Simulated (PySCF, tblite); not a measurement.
**C₄H₉ClSSi₂: geometry, infrared bands and NMR shifts**

Aim: predict the infrared bands and NMR shifts of C₄H₉ClSSi₂ (`CC#C[SiH2]CS[SiH2]Cl`).

The runs use tblite 0.8.0 and PySCF 2.14.0, with density-fitted response routines of our own; the level of theory stands in each step. All values are computed, except where a source is named. Atoms count from 0, in the outputs and in this text.

## 1. The molecule as given

17 atoms, charge 0, multiplicity 1; geometry from: force field or distance geometry start.

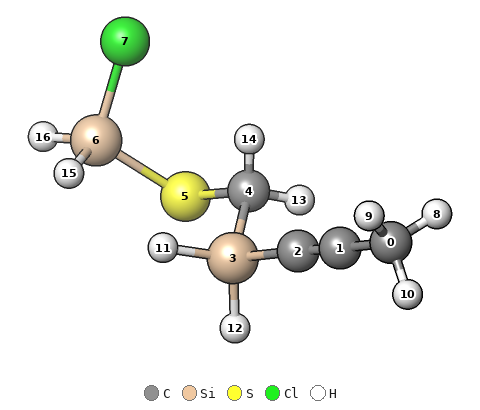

The starting geometry (carbon grey, silicon light orange, sulfur yellow, chlorine green, hydrogen white), atoms numbered.

## 2. Optimising the geometry with GFN2-xTB

The job: settings as JSON, then the geometry in Å.

```
{"job": {"kind": "relax", "xc": "GFN2-xTB", "basis": "xTB"}, "charge": 0, "multiplicity": 1}
C     -3.980400    -1.003100     1.287300
C     -2.758900    -0.498800     0.670200
C     -1.732400    -0.097100     0.183000
Si    -0.159700     0.552800    -0.608700
C      1.222500    -0.695200    -0.451100
S      2.761800    -0.081000    -1.205700
Si     3.688100     1.158000     0.292900
Cl     3.958800     0.055500     2.001300
H     -3.954100    -2.091900     1.396600
H     -4.140200    -0.566000     2.285500
H     -4.859300    -0.745000     0.670900
H      0.229800     1.803100     0.086200
H     -0.421200     0.886100    -2.014500
H      0.948000    -1.604000    -1.002300
H      1.389100    -0.976600     0.584400
H      2.787500     2.290200     0.631800
H      5.013700     1.624700    -0.173700
```

Run with:

```
> OMP_NUM_THREADS=1 python probes_run.py task.json out
```

One launch serves the whole session: the jobs run in the order shown.

The log of the run:

```text
step      E/eV     max force
  0    -664.10480    1.520
  1    -664.14633    1.581
  2    -664.17318    1.299
  3    -664.19279    0.345
  4    -664.20076    0.212
  5    -664.20687    0.270
  6    -664.21278    0.219
  7    -664.21760    0.167
  8    -664.22145    0.175
  9    -664.22522    0.178
 10    -664.22891    0.171
 11    -664.23159    0.142
 12    -664.23323    0.113
 13    -664.23423    0.073
 14    -664.23489    0.060
 15    -664.23536    0.061
 16    -664.23576    0.064
 17    -664.23618    0.066
 18    -664.23663    0.059
 19    -664.23701    0.044
 20    -664.23725    0.038
 21    -664.23743    0.039
 22    -664.23763    0.040
 23    -664.23789    0.040
 24    -664.23817    0.037
 25    -664.23840    0.040
 26    -664.23860    0.044
 27    -664.23883    0.045
 28    -664.23915    0.051
 29    -664.23957    0.056
 30    -664.23995    0.045
 31    -664.24021    0.032
 32    -664.24039    0.031
 33    -664.24055    0.029
 34    -664.24073    0.040
 35    -664.24092    0.043
 36    -664.24114    0.036
 37    -664.24141    0.049
 38    -664.24176    0.047
 39    -664.24212    0.062
 40    -664.24241    0.049
 41    -664.24262    0.033
 42    -664.24282    0.034
 43    -664.24306    0.054
 44    -664.24334    0.065
 45    -664.24362    0.050
 46    -664.24393    0.053
 47    -664.24428    0.065
 48    -664.24465    0.055
 49    -664.24495    0.041
 50    -664.24518    0.044
 51    -664.24543    0.050
 52    -664.24584    0.068
 53    -664.24640    0.091
 54    -664.24694    0.074
 55    -664.24732    0.050
 56    -664.24760    0.051
 57    -664.24793    0.066
 58    -664.24835    0.076
 59    -664.24862    0.059
 60    -664.24897    0.049
 61    -664.24916    0.039
 62    -664.24946    0.053
 63    -664.24964    0.044
 64    -664.24980    0.022
 65    -664.24987    0.023
 66    -664.24993    0.022
 67    -664.25000    0.027
 68    -664.25009    0.024
 69    -664.25015    0.018
 70    -664.25018    0.010
 71    -664.25020    0.011
 72    -664.25023    0.016
 73    -664.25026    0.020
 74    -664.25031    0.021
 75    -664.25036    0.018
 76    -664.25042    0.020
 77    -664.25050    0.026
 78    -664.25061    0.043
 79    -664.25079    0.050
 80    -664.25097    0.039
 81    -664.25108    0.021
 82    -664.25114    0.021
 83    -664.25119    0.020
 84    -664.25128    0.031
 85    -664.25142    0.046
 86    -664.25165    0.048
 87    -664.25188    0.032
 88    -664.25203    0.031
 89    -664.25213    0.033
 90    -664.25235    0.037
 91    -664.25260    0.032
 92    -664.25278    0.030
 93    -664.25291    0.030
 94    -664.25305    0.025
 95    -664.25322    0.032
 96    -664.25339    0.025
 97    -664.25352    0.024
 98    -664.25361    0.021
 99    -664.25371    0.025
100    -664.25382    0.027
101    -664.25391    0.020
102    -664.25397    0.015
103    -664.25402    0.015
104    -664.25406    0.024
105    -664.25407    0.051
106    -664.25410    0.009
```

It took 2 s on 1 thread of Arm Neoverse N1, shared host.

Relaxation path: (not every step is listed)

| step | energy from step 0 (eV) | largest force (eV/Å) |
| --- | --- | --- |
| 0 | 0.0000 | 1.5196 |
| 1 | -0.0415 | 1.5811 |
| 2 | -0.0684 | 1.2992 |
| 3 | -0.0880 | 0.3451 |
| 4 | -0.0960 | 0.2124 |
| 5 | -0.1021 | 0.2701 |
| 6 | -0.1080 | 0.2187 |
| 7 | -0.1128 | 0.1669 |
| 8 | -0.1167 | 0.1750 |
| 17 | -0.1314 | 0.0657 |
| 26 | -0.1338 | 0.0441 |
| 35 | -0.1361 | 0.0427 |
| 44 | -0.1385 | 0.0655 |
| 53 | -0.1416 | 0.0909 |
| 62 | -0.1447 | 0.0526 |
| 71 | -0.1454 | 0.0110 |
| 80 | -0.1462 | 0.0387 |
| 89 | -0.1473 | 0.0326 |
| 98 | -0.1488 | 0.0206 |
| 101 | -0.1491 | 0.0196 |
| 102 | -0.1492 | 0.0150 |
| 103 | -0.1492 | 0.0150 |
| 104 | -0.1493 | 0.0243 |
| 105 | -0.1493 | 0.0505 |
| 106 | -0.1493 | 0.0091 |

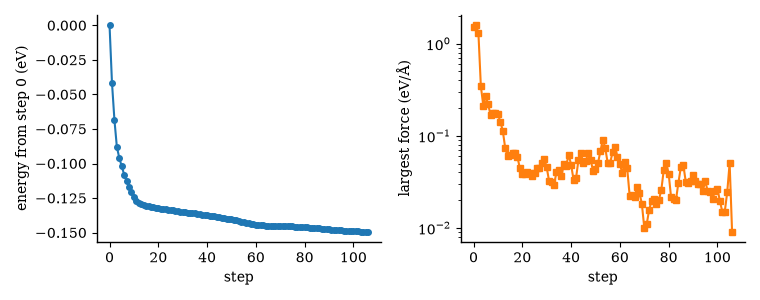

Energy and largest force along the relaxation.

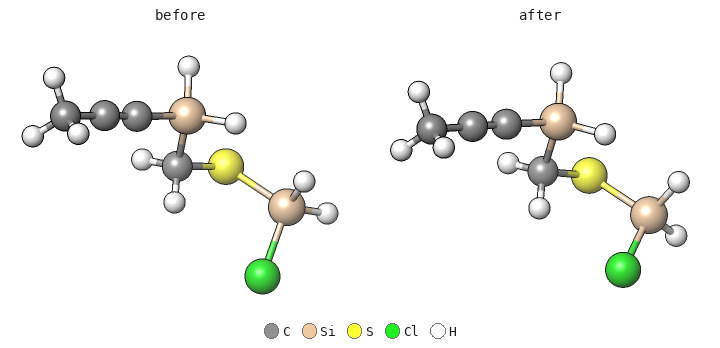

The geometry before (left) and after (right).

Close pairs (by a distance rule), those that changed most:

| bond | before (Å) | after (Å) | change (Å) |
| --- | --- | --- | --- |
| Si3–C4 | 1.869 | 1.908 | +0.040 |
| C2–Si3 | 1.877 | 1.841 | -0.036 |
| Si6–Cl7 | 2.051 | 2.017 | -0.034 |
| Si6–H16 | 1.481 | 1.450 | -0.031 |
| Si6–H15 | 1.486 | 1.456 | -0.030 |
| S5–Si6 | 2.154 | 2.134 | -0.020 |
| C0–H10 | 1.104 | 1.090 | -0.014 |
| C0–C1 | 1.458 | 1.444 | -0.014 |

The end geometry stands in the next job.

## 3. Vibrational analysis with GFN2-xTB

The job: settings as JSON, then the geometry in Å.

```
{"job": {"kind": "ir", "xc": "GFN2-xTB", "basis": "xTB"}, "charge": 0, "multiplicity": 1}
C     -3.836994    -1.091504     1.299972
C     -2.669460    -0.496595     0.692593
C     -1.692673    -0.007104     0.182794
Si    -0.188016     0.729567    -0.581150
C      1.132912    -0.644114    -0.480016
S      2.740016    -0.151575    -1.214201
Si     3.607846     1.089845     0.289422
Cl     3.243277     0.346408     2.128525
H     -3.707367    -2.171226     1.373222
H     -3.985502    -0.683952     2.299701
H     -4.718678    -0.879465     0.695692
H      0.256538     1.890941     0.200817
H     -0.409453     1.083738    -1.984245
H      0.829946    -1.519194    -1.051055
H      1.322801    -0.964690     0.542254
H      3.040307     2.429968     0.241241
H      5.027502     1.050982    -0.001542
```

The log of the run:

```text
mode    cm-1     km/mol
  1      14.1      0.25
  2      18.0      0.00
  3      22.5      0.35
  4      55.1      0.33
  5      83.9      4.13
  6     125.4      2.77
  7     147.6      5.51
  8     170.6      6.67
  9     204.3      5.48
 10     238.1      6.52
 11     313.2      0.04
 12     321.3      1.96
 13     454.3     58.53
 14     471.3     36.10
 15     479.2     64.50
 16     534.7     65.46
 17     546.2     13.42
 18     562.6     10.17
 19     579.0     11.29
 20     652.2     89.43
 21     687.8    422.36
 22     710.4    451.11
 23     732.6     86.23
 24     763.5     23.63
 25     775.3    318.43
 26     781.9     77.67
 27    1013.9      5.58
 28    1015.4      5.14
 29    1078.4      7.30
 30    1112.4      2.86
 31    1178.6      3.38
 32    1381.5      2.79
 33    1438.9      2.45
 34    1446.9      6.86
 35    1447.2      7.01
 36    2207.3    281.95
 37    2256.8    234.69
 38    2299.9    209.49
 39    2323.1    272.93
 40    2368.5    158.53
 41    2990.3     15.76
 42    3003.9     14.83
 43    3005.3     16.17
 44    3006.3     12.79
 45    3011.0     21.54
```

It took 1.6 s on 1 thread of Arm Neoverse N1, shared host.

The strongest bands and the atoms that carry them (share of the mass-weighted mode):

| cm⁻¹ | km/mol | atoms |
| --- | --- | --- |
| 688 | 422.4 | H15 42 %, H16 33 % |
| 710 | 451.1 | H11 34 %, H12 34 %, Si3 11 % |
| 775 | 318.4 | H11 28 %, H12 25 %, H16 20 %, H15 18 % |
| 2207 | 281.9 | H11 95 % |
| 2257 | 234.7 | H12 96 % |
| 2300 | 209.5 | H15 94 % |
| 2323 | 272.9 | C1 53 %, C2 46 % |
| 2368 | 158.5 | H16 95 % |

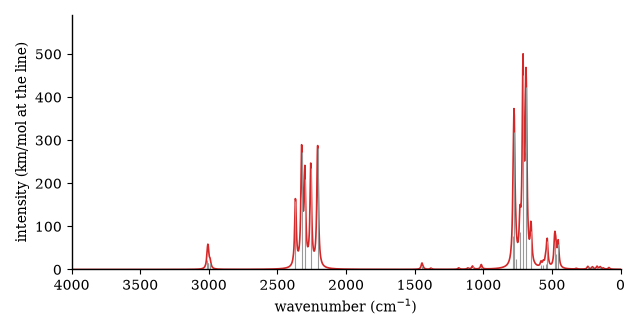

The infrared spectrum from these modes, unscaled. Lines are broadened to a width of 14 cm⁻¹ (Lorentzian).

## 4. Nuclear shieldings: PBE0/pcSseg-1

Settings changed since step 3:

```diff
@@ -1,2 +1,2 @@
-{"job": {"kind": "ir", "xc": "GFN2-xTB", "basis": "xTB"}, "charge": 0, "multiplicity": 1}
+{"job": {"kind": "nmr", "xc": "PBE0", "basis": "pcSseg-1"}, "charge": 0, "multiplicity": 1}
 C     -3.836994    -1.091504     1.299972
```

Level: GIAO PBE0/pcSseg-1 NMR shielding, non-relativistic, gas phase.

The log of the run:

```text
coarse grid: 16424 points
cycle   1  E = -1594.3258834801  dE =  7.099e-01  |g| = 4.648e-01  |ddm| = 4.032e+00
cycle   2  E = -1594.3157094970  dE =  1.017e-02  |g| = 5.026e-01  |ddm| = 1.211e+00
cycle   3  E = -1594.3804124431  dE = -6.470e-02  |g| = 1.264e-01  |ddm| = 6.577e-01
cycle   4  E = -1594.3837636136  dE = -3.351e-03  |g| = 5.765e-02  |ddm| = 1.321e-01
cycle   5  E = -1594.3845768243  dE = -8.132e-04  |g| = 1.109e-02  |ddm| = 5.270e-02
cycle   6  E = -1594.3846095296  dE = -3.271e-05  |g| = 3.507e-03  |ddm| = 1.595e-02
cycle   7  E = -1594.3846125095  dE = -2.980e-06  |g| = 9.583e-04  |ddm| = 3.905e-03
final grid: 140528 points
cycle   8  E = -1594.4327584735  dE = -3.126e-05  |g| = 7.139e-03  |ddm| = 4.427e-02
cycle   9  E = -1594.4327536010  dE =  4.873e-06  |g| = 8.074e-03  |ddm| = 1.543e-02
cycle  10  E = -1594.4327700511  dE = -1.645e-05  |g| = 1.039e-03  |ddm| = 8.791e-03
cycle  11  E = -1594.4327702984  dE = -2.473e-07  |g| = 3.885e-04  |ddm| = 1.159e-03
cycle  12  E = -1594.4327703285  dE = -3.011e-08  |g| = 1.700e-04  |ddm| = 4.028e-04
cycle  13  E = -1594.4327703359  dE = -7.380e-09  |g| = 2.732e-05  |ddm| = 1.515e-04
cycle  14  E = -1594.4327703361  dE = -1.937e-10  |g| = 9.124e-06  |ddm| = 4.427e-05
converged SCF energy = -1594.4327703361

GIAO shielding tensors (ppm)
atom      isotropic    diamagn.    paramagn.     s11        s22        s33       span
  0 C      180.956     251.953     -70.997    172.347    172.649    197.873     25.526
  1 C       71.772     276.464    -204.692    -25.185    -21.843    262.346    287.531
  2 C      105.874     258.349    -152.475     19.479     26.710    271.433    251.954
  3 Si     424.854     883.553    -458.698    397.438    427.575    449.550     52.112
  4 C      176.509     257.309     -80.799    164.033    167.305    198.190     34.157
  5 S      659.913    1057.200    -397.286    563.349    659.667    756.724    193.375
  6 Si     357.564     877.977    -520.413    296.183    372.913    403.598    107.415
  7 Cl     985.863    1149.712    -163.849    889.445   1022.911   1045.232    155.787
  8 H       29.618      29.605       0.013     24.438     28.276     36.139     11.700
  9 H       29.645      28.109       1.536     24.548     28.028     36.358     11.810
 10 H       29.637      26.024       3.612     24.512     27.760     36.639     12.126
 11 H       27.282      31.794      -4.512     23.070     27.894     30.882      7.812
 12 H       27.426      30.321      -2.894     23.413     26.484     32.383      8.970
 13 H       29.719      33.088      -3.369     22.968     28.811     37.379     14.411
 14 H       29.412      34.856      -5.444     22.859     31.021     34.355     11.497
 15 H       25.898      28.575      -2.677     21.589     24.449     31.656     10.067
 16 H       26.370      26.424      -0.054     21.805     24.261     33.042     11.237
```

It took 77 s on 1 thread of Arm Neoverse N1, shared host; peak memory 0.93 GiB.

The references, computed at this level on geometries of the same kind, shield at (ppm): 1H TMS 31.72, 13C TMS 186.9, 29Si TMS 349.2, 33S CS2 504, 35Cl HCl 950. Their shielding less the atom's gives the shift. The references are single molecules in the gas phase. Atoms listed in one row are averaged.

| atoms | environment | σ (ppm) | δ (ppm) | δ scaled to CDCl3 |
| --- | --- | --- | --- | --- |
| C1 | alkyne carbon | 71.8 | 115.2 | 110.5 |
| C2 | alkyne carbon | 105.9 | 81.1 | 77.2 |
| C4 | sp3 CH2 bonded to S and Si | 176.5 | 10.4 | 3.8 |
| C0 | propargylic methyl carbon | 181.0 | 6.0 | 3.9 |
| H15, H16 | hydrogen on a silicon bonded to Cl, S | 26.13 | 5.58 | – |
| H11, H12 | hydrogen on a silicon bonded to 2 C | 27.35 | 4.36 | – |
| H13, H14 | hydrogen on an sp3 CH2 bonded to S and Si | 29.57 | 2.15 | 2.13 |
| H8, H9, H10 | hydrogen on a propargylic methyl carbon | 29.63 | 2.08 | 2.07 |
| Si6 | silicon bonded to Cl, S, 2 H | 357.6 | -8.4 | – |
| Si3 | silicon bonded to 2 C, 2 H | 424.9 | -75.7 | – |
| S5 | sulfur bonded to C, Si | 660 | -156 | – |
| Cl7 | chlorine bonded to Si | 986 | -36 | – |

The scaled column applies a straight-line fit of computed shieldings to shifts measured in CDCl3, with any fitted terms for Cl, Br or S neighbours (root-mean-square error 0.16 ppm for H, 1.9 ppm for C).

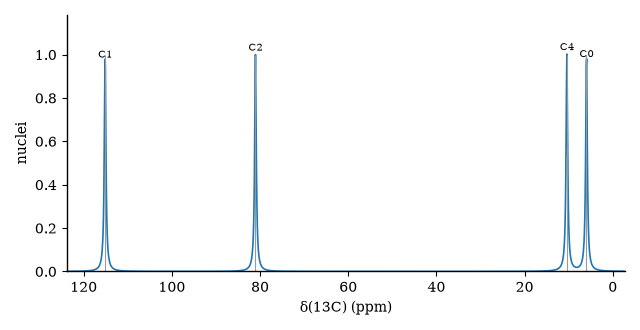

13C lines at the computed shifts, without couplings. Lines are broadened to a width of 0.44 ppm (Lorentzian).

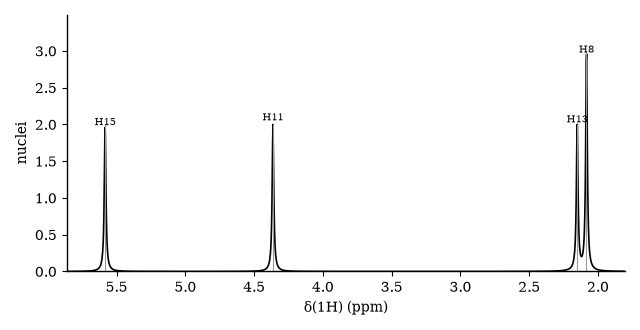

1H lines at the computed shifts, without couplings. Lines are broadened to a width of 0.01 ppm (Lorentzian).

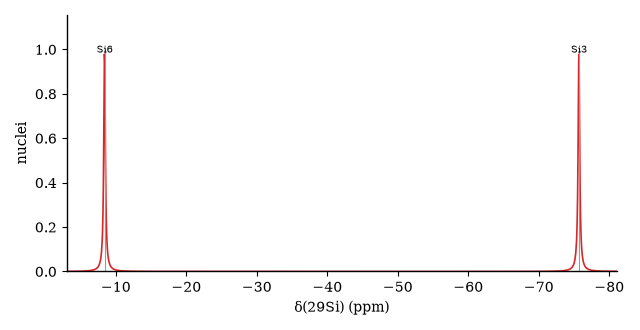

29Si lines at the computed shifts, without couplings. Lines are broadened to a width of 0.27 ppm (Lorentzian).

The run also stored atomic charges by several schemes (e):

| atoms | Mulliken | IAO | Hirshfeld | ESP fit |
| --- | --- | --- | --- | --- |
| C0 | -0.16 | -0.44 | -0.09 | -0.53 |
| C1 | -0.12 | 0.01 | -0.02 | 0.31 |
| C2 | -0.43 | -0.39 | -0.19 | -0.62 |
| Si3 | 0.70 | 0.79 | 0.34 | 0.73 |
| C4 | -0.64 | -0.62 | -0.16 | -0.49 |
| S5 | -0.26 | -0.18 | -0.09 | -0.24 |
| Si6 | 0.61 | 0.72 | 0.31 | 0.25 |
| Cl7 | -0.31 | -0.30 | -0.10 | -0.14 |

ESP fit charges:

C0 -0.53; C1 0.31; C2 -0.62; Si3 0.73; C4 -0.49; S5 -0.24; Si6 0.25; Cl7 -0.14; H8 0.18; H9 0.18; H10 0.18; H11 -0.12; H12 -0.12; H13 0.24; H14 0.18; H15 -0.02; H16 0.02

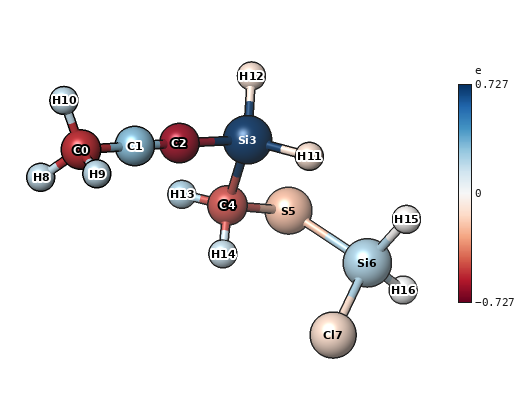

ESP fit charges, as colours on the atoms.

Mayer bond orders: C0–C1 1.18, C1–C2 2.51, C2–Si3 1.01, Si3–C4 0.85, C4–S5 0.97, S5–Si6 1.01, Si6–Cl7 0.97.

## 5. Results

| quantity | value |
| --- | --- |
| strongest single infrared mode (GFN2-xTB) | 710 cm⁻¹, 451 km/mol |
| zero-point energy (GFN2-xTB) | 68.7 kcal/mol |
| 13C shifts against TMS (PBE0/pcSseg-1) | 115.2, 81.1, 10.4, 6.0 ppm |
| 1H shifts against TMS (PBE0/pcSseg-1, means over atoms taken as alike) | 5.58, 4.36, 2.15, 2.08 ppm |
| 29Si shifts against TMS (PBE0/pcSseg-1) | -8.4, -75.7 ppm |
| 33S shifts against CS2 (PBE0/pcSseg-1) | -156 ppm |
| 35Cl shifts against HCl (PBE0/pcSseg-1) | -36 ppm |

What this shows: Relaxing lowered the energy by 0.149 eV in 106 steps; the close pair that moved most is Si3–C4, from 1.869 to 1.908 Å. All 45 modes are real, so the xTB geometry is a minimum. The strongest single mode, at 710 cm⁻¹, is carried by H11, H12, Si3. GFN2-xTB is a fitted tight-binding method: band positions and strengths are rough. Its intensities can rank the bands wrongly. At PBE0/pcSseg-1: The largest span, 288 ppm, is at C1, where the paramagnetic term is -205 ppm.
